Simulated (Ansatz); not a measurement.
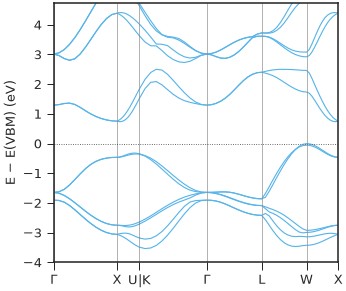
Fig. 1. Band structure from PBE with spin–orbit coupling in the plane-wave PAW code Ansatz

Q: Read off the gap and where the band edges lie.

A: About 0.7 eV (0.74 eV by a search for the band edges); maximum at W, minimum on the X–U line, 12 % of the way from X.

The material is PbS (zinc blende, space group No. 216).

Space group F-43m (zinc blende). The start of the workflow was typed in or built on a structure type; neither database checked (COD, Materials Project) lists it. It is not the phase usual at ambient conditions (space group No. 225). The PBE relaxation kept the symmetry of its start; whether a distortion lowers the energy is not shown.

Potentials: the later of the program's two PAW sets.
